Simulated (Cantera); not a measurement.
Feed: 1 mol FeS, 4 mol O2, a varied amount of CO2, at 1675 K and 0.130 bar.

Cantera equilibrium calculation (NASA polynomials, part measured and part estimated; ideal gas, pure solids and liquids). Candidate condensed phases: C, Fe, Fe(CO)5, FeO, FeS, FeSO4, FeS2, Fe2O3, Fe2(SO4)3, Fe3O4, S; 25 gas species. Equilibrium is a limit: real reactors are often held back by kinetics, nucleation or transport.

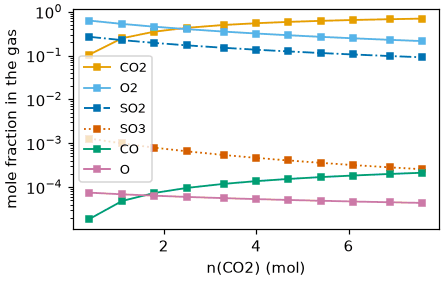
Figure: Equilibrium gas composition (values under 1e-9 drawn at 1e-9)

From 0.39 mol CO2 to 7.6 mol CO2 the condensed part is Fe3O4(s). The main Fe-bearing gas is FeO throughout.
